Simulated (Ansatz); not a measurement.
AgBr2 (charge −1, triplet)

The calculation's input:

```
crystal:
  periodic: [false, false, false]
  atoms:
    - {symbol: Ag, position_ang: [1.112168, -0.449695, -0.467932]}
    - {symbol: Br, position_ang: [-0.797293, 1.167348, -1.245098]}
    - {symbol: Br, position_ang: [-0.314874, -0.717652, 1.713029]}
basis:
  gaussian: {orbitals: def2-TZVPD, initial_orbitals: start.molden}
total_charge: -1
magnetization: {spin_polarized: true, initial_magnetization: 2}
hamiltonian: {xc: pbe0, dispersion: d4}
scf: {omitted_lower_state_checks: [starts]}
output: {orbitals: {seedname: orbitals}}
```

Command:

```sh
ansatz run in.yaml --threads 4 --pin off --events-out ev --progress --plain --max-ram 3916MiB
```

Geometry: PBE-D4/def2-TZVPD; core potentials replace the inner electrons of Ag.

Level of theory: UKS PBE0-D4/def2-TZVPD (Ansatz).

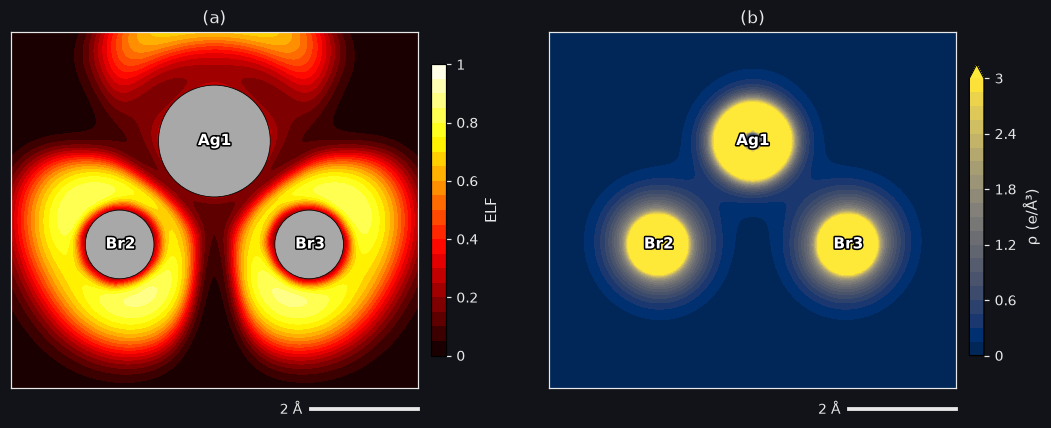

Figure 1. (a) ELF; (b) electron density on the molecular plane. Grey discs cover the atomic cores in the ELF map.

**What does the map show?**

The section cuts through Ag and Br sites.
Ag–Br (2.62 Å): ρ is about 0.36 e/Å³ halfway; the ELF peaks at about 0.70 in the valence shell of Br, 0.9 Å from its nucleus, and is about 0.30 at the midpoint.

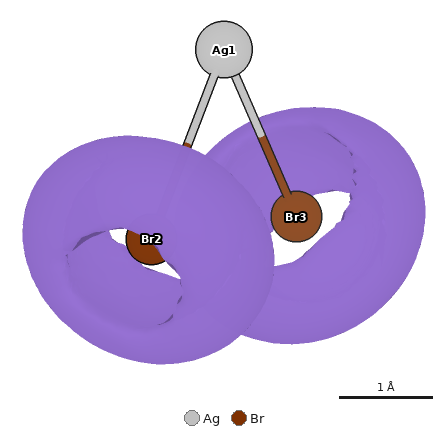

Figure 2. Isosurface of the ELF at 0.8 (purple), seen at an oblique angle. Only the valence region is drawn (cores and ρ < 0.01 e/Å³ removed).

**Identify the bonds, lone pairs and shells in this picture.**

The ELF exceeds this value in two regions wrapped around Br (the valence shell of each).

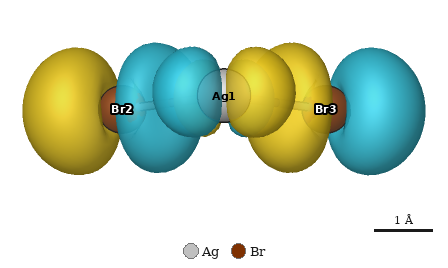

Figure 3. The LUMO (β) at ±0.1 Å⁻³ᐟ² (yellow and cyan are the two phases), seen from one side.

**Describe this orbital and give its energy.**

By Hirshfeld shares it lies mainly on Br2 (about 35 %), Br3 (about 35 %) and Ag1 (about 30 %); it is symmetric in the molecular plane (an in-plane orbital: σ, lone-pair or in-plane π type). Its energy is −0.84 eV.

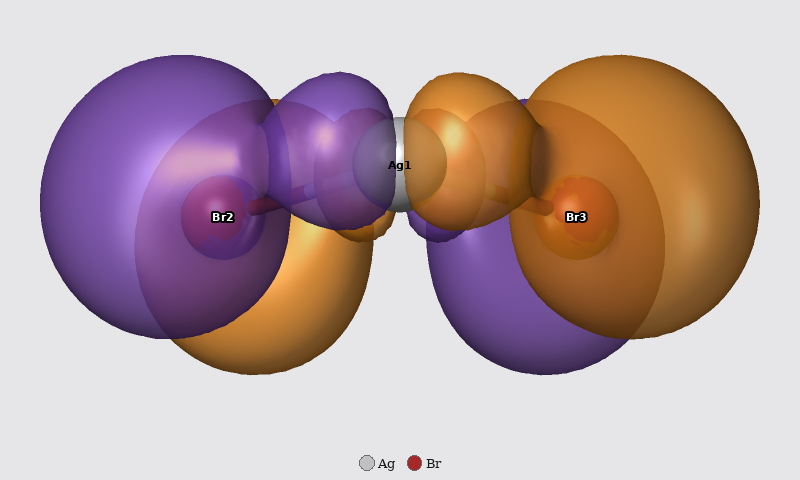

Figure 4. The HOMO (β) at ±0.06 Å⁻³ᐟ² (orange and purple are the two phases), seen from one side.

**What is the character of this orbital?**

Its weight (Hirshfeld) is mainly on Br2 (about 45 %), Br3 (about 45 %) and Ag1 (about 15 %); it is symmetric in the molecular plane (an in-plane orbital: σ, lone-pair or in-plane π type); largely a combination of lone pairs on Br2 and Br3. Its energy is −3.31 eV.
